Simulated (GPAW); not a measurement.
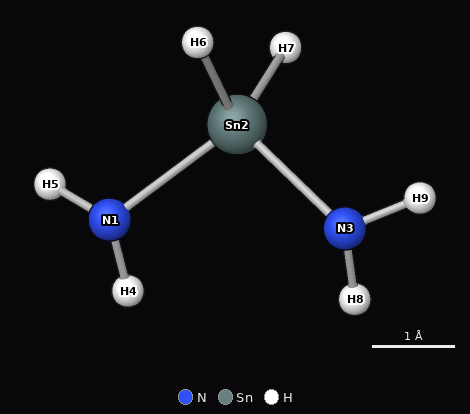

The structure (ball-and-stick view, seen at a tilt; atoms are numbered from 1 in the order of the input). Sticks mark near contacts.

**Run report: SnN₂H₆, property calculation**

The run: property calculation of SnN₂H₆, SMILES [NH2][SnH2][NH2]. Method and program: revPBE/real-space grid, scalar-relativistic datasets (GPAW 26.7.0).

The geometry comes from this level: GFN2-xTB.

### Input (mol.py)
```python
import numpy as np
from ase.io import read
from ase.units import Debye
from gpaw import GPAW

# Structure
mol = read("mol.xyz")
mol.center(vacuum=4.5)

# GPAW settings
calc = GPAW(mode="fd", h=0.18, xc="revPBE", maxiter=100, symmetry="off", txt="-")
mol.calc = calc

energy = mol.get_potential_energy()
print(f"Energy = {energy:.5f} eV")
forces = mol.get_forces()
print("Forces (eV/Ang)")
for symbol, f in zip(mol.symbols, forces):
    print(f'{symbol:2} {f[0]:9.4f} {f[1]:9.4f} {f[2]:9.4f}')
dipole = mol.get_dipole_moment() / Debye
print(f"Dipole = {np.linalg.norm(dipole):.3f} D")
homo, lumo = calc.get_homo_lumo()
print(f"HOMO                    {homo:.3f} eV")
print(f"LUMO = {lumo:.3f} eV")
print(f"Gap = {lumo - homo:.3f} eV")
```

### File mol.xyz
```
9

N     -1.187770     0.544730    -1.045040
Sn     0.542540     0.443830    -0.043800
N      0.153120    -0.854160     1.429560
H     -1.635560    -0.341950    -1.229700
H     -1.161640     1.051310    -1.918540
H      0.766090     1.919700     0.671000
H      1.914470     0.074110    -0.995580
H     -0.339380    -1.691620     1.152400
H      0.948140    -1.145930     1.979710
```

Run on 1 thread of Arm Neoverse V2, 24 GiB of memory available, shared host.

Run as:
```bash
python3 mol.py
```

### What the program printed
```
__  _  _
 | _ |_)|_||  |
 |__||  | ||/\| - 26.7.0

units:  Angstrom and eV
cores:  1
OpenMP: False

Versions:
  Python: 3.12.14
  ASE:    3.29.0
  Numpy:  2.5.5
  Scipy:  1.18.1
  Libxc:  7.0.0

        _gpaw.cpython-312-aarch64-linux-gnu.so

Input parameters:
  mode=FD(),
  h=0.18,
  maxiter=100,
  symmetry=Symmetry(point_group=False, time_reversal=False),
  xc=XC(name='revPBE')

Diagonalizing LCAO Hamiltonian
Converting LCAO to fd mode
         .------------------------------.
        /|                              |
       / |                              |
      /  |                              |
     /   |                              |
    /    |                              |
   /     |                              |
  /      |                              |
 *       |                              |
 |       |                              |
 |       |            HH                |
 |       |          N                   |
 |       |        H   Sn                |
 |       |       N       H              |
 |       |      H H                     |
 |       |                              |
 |       .------------------------------.
 |      /                              /
 |     /                              /
 |    /                              /
 |   /                              /
 |  /                              /
 | /                              /
 |/                              /
 *------------------------------*

Atoms  # Å, Bohr magnetons
|   | symbol |        x |        y |        z |    initial magnetic moments |
|---|--------|----------|----------|----------|-----------------------------|
| 0 |      N | 4.947790 | 6.736350 | 5.373500 | ( 0.0000,  0.0000,  0.0000) |
| 1 |     Sn | 6.678100 | 6.635450 | 6.374740 | ( 0.0000,  0.0000,  0.0000) |
| 2 |      N | 6.288680 | 5.337460 | 7.848100 | ( 0.0000,  0.0000,  0.0000) |
| 3 |      H | 4.500000 | 5.849670 | 5.188840 | ( 0.0000,  0.0000,  0.0000) |
| 4 |      H | 4.973920 | 7.242930 | 4.500000 | ( 0.0000,  0.0000,  0.0000) |
| 5 |      H | 6.901650 | 8.111320 | 7.089540 | ( 0.0000,  0.0000,  0.0000) |
| 6 |      H | 8.050030 | 6.265730 | 5.422960 | ( 0.0000,  0.0000,  0.0000) |
| 7 |      H | 5.796180 | 4.500000 | 7.570940 | ( 0.0000,  0.0000,  0.0000) |
| 8 |      H | 7.083700 | 5.045690 | 8.398250 | ( 0.0000,  0.0000,  0.0000) |

Unit cell  # Å
| periodic |         x |         y |         z |   lengths |    angles |
|----------|-----------|-----------|-----------|-----------|-----------|
|       no | 12.550030 |  0.000000 |  0.000000 | 12.550030 | 90.000000 |
|       no |  0.000000 | 12.611320 |  0.000000 | 12.611320 | 90.000000 |
|       no |  0.000000 |  0.000000 | 12.898250 | 12.898250 | 90.000000 |

Number of symmetries: 1
Symmetry operations  # r_c * U_cc + t_c -> r_c
|   | kind |            matrix            |
|---|------|------------------------------|
| 0 |  E   |  1, 0, 0,  0, 1, 0,  0, 0, 1 |

BZ-sampling:
  Number of BZ points: 1
  Number of IBZ points: 1

  Monkhorst-Pack size: [1, 1, 1]
  Monkhorst-Pack shift: [0, 0, 0]

K-points  # in reciprocal-cell coordinates
|   |                                coordinates |     weight |
|---|--------------------------------------------|------------|
| 0 | (  0.00000000,   0.00000000,   0.00000000) | 1.00000000 |

Uniform wave function grid shape: (np.int64(67), np.int64(71), np.int64(71))
Spin-components: 1 (collinear spins)
Bands:           22
Projectors:      34
Spin-degeneracy: 2
Datatype:        float64

  Storage: CPU
  Wave functions: 59_443_472 bytes (59_443_472 per core)

Parallelization:
  kpt:    1
  domain: 1
  band:   1

Density:
  Valence electrons: 30.0
  Components: 1
  Grid points: [68 72 72]
  Charge: 0.0  # |e|

Potential:
  Grid points: [68 72 72]

species:
  N:
    name:    Nitrogen
    Z:       7.0
    valence: 5
    core:    2
    charge:  0.0  # [|e|]
    file:    N.revPBE.gz
    compensation charges:
      type: gauss
      rc: 0.18  # [Å]
      lmax: 2
    cutoffs:
      filter: 1.11  # [Å]
      core: 0.96  # [Å]
    projectors
    | kind |    occ | energy [eV] | rcut [Å] |
    |------|--------|-------------|----------|
    |   2s |  2.000 |     -18.619 |    0.603 |
    |   2p |  3.000 |      -7.035 |    0.529 |
    |    s |        |       8.592 |    0.603 |
    |    p |        |      20.177 |    0.529 |
    |    d |        |       0.000 |    0.577 |

    Using partial waves for N as LCAO basis

  Sn:
    name:    Tin
    Z:       50.0
    valence: 14
    core:    36
    charge:  0.0  # [|e|]
    file:    Sn.revPBE.gz
    compensation charges:
      type: gauss
      rc: 0.38  # [Å]
      lmax: 2
    cutoffs:
      filter: 2.23  # [Å]
      core: 2.35  # [Å]
    projectors
    | kind |    occ | energy [eV] | rcut [Å] |
    |------|--------|-------------|----------|
    |   5s |  2.000 |     -10.469 |    1.201 |
    |   5p |  2.000 |      -3.642 |    1.270 |
    |   4d | 10.000 |     -25.826 |    1.185 |
    |    s |        |      16.742 |    1.201 |
    |    p |        |      23.569 |    1.270 |
    |    d |        |       1.385 |    1.185 |

    Using partial waves for Sn as LCAO basis

  H:
    name:    Hydrogen
    Z:       1.0
    valence: 1
    core:    0
    charge:  0.0  # [|e|]
    file:    H.revPBE.gz
    compensation charges:
      type: gauss
      rc: 0.15  # [Å]
      lmax: 2
    cutoffs:
      filter: 0.85  # [Å]
      core: 0.53  # [Å]
    projectors
    | kind |    occ | energy [eV] | rcut [Å] |
    |------|--------|-------------|----------|
    |   1s |  1.000 |      -6.547 |    0.476 |
    |    s |        |      20.664 |    0.476 |
    |    p |        |       0.000 |    0.476 |

    Using partial waves for H as LCAO basis

Reference energy: -171059.343518  # eV

eigensolver:
  PPCG
  Converge bands: occupied
  niter=2

density mixing:
  MSR1-Mixer
  Pratt-step length: 0.05
  Maximum mixing coefficient: 0.75
  Old densities: 10
  SVD Regularization: 0.005
  Good broyden scale: 1.0
  Trust region scale: 1.0
  Backstep threshold: 4.0
  History deletion threshold: 6.0
  Fourier metric: weight=20.0, sigma=0.015

occupation numbers:
  # Zero width

FastPoissonSolver using
    Stencil: 6*3+1=19 point O(h^6) finite-difference Laplacian
    FFT axes: []
    FST axes: [np.int64(0), np.int64(1), np.int64(2)]

xc functional:
  name: revPBE with 2 nearest neighbor stencil
interpolation: tri-quintic # 5. degree polynomial

Initialization done in: 2.297 s

convergence criteria:
- Maximum [total energy] change in last 3 cyles: 0.0005 eV / valence electron
- Maximum integral of absolute [dens]ity change: 0.0001 electrons / valence electron
- Maximum integral of absolute [eigenst]ate change: 4e-08 eV^2 / valence electron
maximum number of iterations: 100

SCF iterations
|iter     |     time |      energy | eigst |  dens |
|---------|----------|-------------|-------|-------|
|iter:   1| 00:00:04 |  -46.139171 | +1.02 |       |
|iter:   2| 00:00:06 |  -44.772155 | -0.09 | -0.69 |
|iter:   3| 00:00:08 |  -40.159835 | +0.46 | -0.74 |
|iter:   4| 00:00:10 |  -40.103446 | -0.19 | -1.34 |
|iter:   5| 00:00:12 |  -40.086954 | -1.28 | -1.66 |
|iter:   6| 00:00:14 |  -40.088668 | -2.13 | -2.40 |
|iter:   7| 00:00:16 |  -40.089036c| -2.95 | -2.78 |
|iter:   8| 00:00:18 |  -40.089101c| -3.52 | -3.26 |
|iter:   9| 00:00:20 |  -40.089113c| -4.26 | -3.77 |
|iter:  10| 00:00:23 |  -40.089116c| -4.79 | -4.29c|
|iter:  11| 00:00:25 |  -40.089117c| -5.45 | -4.77c|
|iter:  12| 00:00:27 |  -40.089117c| -5.90 | -5.12c|
|iter:  13| 00:00:29 |  -40.089117c| -6.53 | -5.43c|
|iter:  14| 00:00:31 |  -40.089117c| -6.99 | -5.90c|
|iter:  15| 00:00:33 |  -40.089117c| -7.55c| -6.09c|

Converged in 15 steps
SCF loop duration: 30.982 s (2.065 s/step)
Energy contributions relative to reference atoms: (reference = -171059.343518)

Energy contributions:
  Kinetic:          53.852917
  Coulomb:         -56.340126
  Zero:              0.685066
  External:          0.000000
  Xc:              -38.286974
  Entropy:           0.000000
  Spinorbit:         0.000000
  ----------------------------
  Free energy:     -40.089117
  Extrapolated:    -40.089117

dipole moment: (0.159990, -0.260528, -0.233353)  # |e|*Ang

Fermi level: -3.349
Eigenvalues  # (at kpt = [0.000, 0.000, 0.000])
| band index |      eig [eV] | occ [0-2] |
|------------|---------------|-----------|
|          0 |       -25.736 |     2.000 |
|        ... |               |           |
|          7 |       -12.597 |     2.000 |
|          8 |       -11.600 |     2.000 |
|          9 |       -11.354 |     2.000 |
|         10 |        -8.758 |     2.000 |
|         11 |        -8.714 |     2.000 |
|         12 |        -7.854 |     2.000 |
|         13 |        -5.825 |     2.000 |
|         14 |        -5.699 |     2.000 |
|         15 |        -0.999 |     0.000 |
|         16 |        -0.853 |     0.000 |
|         17 |        -0.280 |     0.000 |
|         18 |         0.329 |     0.000 |
|         19 |         0.610 |     0.000 |
|         20 |         0.776 |     0.000 |
|         21 |         1.064 |     0.000 |

Gap: 4.700 eV
Transition (v -> c):
  (s=0, k=0, n=14, [0.00, 0.00, 0.00]) -> (s=0, k=0, n=15, [0.00, 0.00, 0.00])
No difference between direct/indirect transitions
vacuum-level: 0.000  # V
Energy = -40.08912 eV

Forces  # eV/Ang
|        x |        y |        z |
|----------|----------|----------|
| -0.72735 |  0.09959 | -0.06840 |  # N    0
|  0.54683 | -0.09291 | -0.32851 |  # Sn   1
| -0.42504 | -0.26085 |  0.67177 |  # N    2
| -0.14598 | -0.39666 | -0.09098 |  # H    3
|  0.05262 |  0.21373 | -0.35913 |  # H    4
|  0.18379 |  0.98744 |  0.46030 |  # H    5
|  0.35695 | -0.18945 | -0.30059 |  # H    6
| -0.17918 | -0.35328 | -0.15173 |  # H    7
|  0.35596 | -0.10412 |  0.20485 |  # H    8

Force computation time: 0.111  # s
Forces (eV/Ang)
N    -0.7274    0.0996   -0.0684
Sn    0.5468   -0.0929   -0.3285
N    -0.4250   -0.2609    0.6718
H    -0.1460   -0.3967   -0.0910
H     0.0526    0.2137   -0.3591
H     0.1838    0.9874    0.4603
H     0.3570   -0.1894   -0.3006
H    -0.1792   -0.3533   -0.1517
H     0.3560   -0.1041    0.2048
Dipole = 1.847 D
HOMO                    -5.699 eV
LUMO = -0.999 eV
Gap = 4.700 eV
```

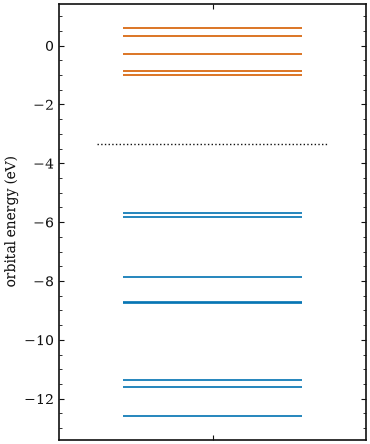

Orbital energies near the frontier; the dotted line parts filled from empty levels, and levels within 0.02 eV of each other stand side by side. Highest filled −5.70 eV, lowest empty −1.00 eV, 4.70 eV apart.

### Summary

| quantity | value |
| --- | --- |
| outcome | converged |
| energy relative to the program's reference atoms | −40.0891 eV |
| largest force | 1.105 eV/Å |
| HOMO | −5.70 eV |
| LUMO | −1.00 eV |
| dipole moment | 1.85 D |
| wall time | 34 s |
| peak memory | 1.1 GiB |
